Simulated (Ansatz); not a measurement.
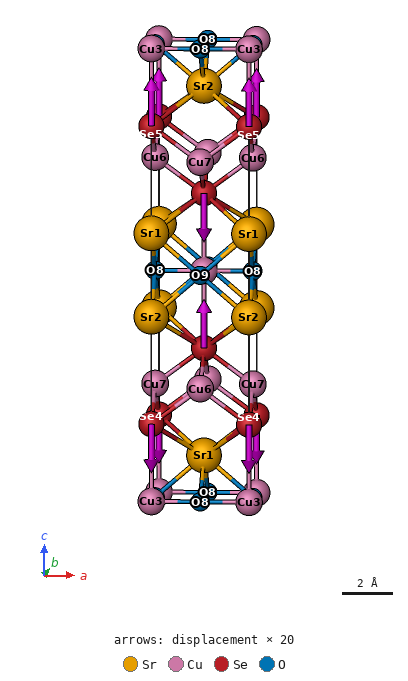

A relaxation of solid Sr2Cu3Se2O2 (a generated structure, set up in I4/mmm). The starting structure is drawn; purple arrows show the displacements (the part carried along by the change of the cell is left out), magnified 20 times.

A ball-and-stick model of the conventional cell (2 times the calculation's cell), seen from a free direction. Lengths and directions refer to the drawn axes.

The start is a swapped structure.

Method: DFT, PAW plane waves, PBEsol in Ansatz 0.2.0.

Input
```yaml
crystal:
  lattice:
    - [0.0, 3.98309376, 0.0]
    - [3.98309376, 0.0, 0.0]
    - [1.99154738, 1.99154738, -9.25535849]
  atoms:
    - { symbol: Sr, position: [0.5921, 0.5921, 0.8158] }
    - { symbol: Sr, position: [0.4079, 0.4079, 0.1842] }
    - { symbol: Cu, position: [0.0, 0.0, 0.0] }
    - { symbol: Se, position: [0.171, 0.171, 0.658] }
    - { symbol: Se, position: [0.829, 0.829, 0.342] }
    - { symbol: Cu, position: [0.25, 0.75, 0.5] }
    - { symbol: Cu, position: [0.75, 0.25, 0.5] }
    - { symbol: O, position: [0.0, 0.5, 0.0] }
    - { symbol: O, position: [0.5, 0.0, 0.0] }
  symmetry: { tolerance: 0.0003 }
kpoints:
  mp_grid: { grid: [6, 6, 6], shift: [0, 0, 0] }
magnetization:
  spin_polarized: false
scf:
  occupations: { method: fermi_dirac }
  lower_state_search: "off"
hamiltonian:
  pseudopotentials: { kind: paw }
  xc: pbesol
basis:
  ecutwfc: 420
  fft_grid_basis: typed
relax:
  max_steps: 80
  cell: { p_target: 20.0 }
output:
  forces: true
  stress: true
  eigenvalues: true
  populations: true
  elf: true
  write_potential: true
  volumetric_format: npy
  dos:
    e_range: [-12, 8]
    de: 0.05
    projected: { site_lists: { Cu: [Cu], O: [O], Se: [Se], Sr: [Sr] } }
  write_density: true
  bader: false
checkpoint:
  read: saved_state
```

Launched with:
```bash
ansatz run input.yaml --threads 2 --pin off --max-ram 3584MiB --backend cpu --events-out ev --progress --plain --runs-dir out
```

Which element moves most?

Answer. Selenium: up to 0.10 Å, against 0.00 Å for strontium.

What did the optimiser do to the structure, and how much energy did it gain?

Answer. The energy rises by 1.129 eV per cell of the calculation in 7 accepted moves (9 points after the start). With the target pressure of 20 GPa, the enthalpy E + pV changes by −1.930 eV per cell of the calculation. The largest force component goes from 0.89 to 0.0001 eV/Å. Pressure: −1.88 GPa at the start and 20.00 GPa at the end. The SCF was repeated twice at an unchanged geometry on a basis and grid sized afresh for the cell, which shifted the energy by 18.9 meV per cell of the calculation at most. The largest moves relative to the cell, 0.10 Å, are those of Se4 and Se5. Se4 goes along −c. Sr and Cu and O stay in place. Cell: a = b 3.983 → 3.810 Å (−4.3 %), c 18.511 → 16.851 Å (−9.0 %). Volume −16.7 %. Some distances before and after: Cu3–Se4 3.165 → 2.780 Å, Sr1–Sr2 3.410 → 3.110 Å, Sr1–Se4 3.173 → 2.960 Å, Sr1–Cu3 3.292 → 3.111 Å. Among the angles between lasting bonds that change: Sr1–O9–Sr1 98.9° → 101.6°, Sr1–O9–Sr2 81.1° → 78.4°. The space group stays I4/mmm (No. 139).
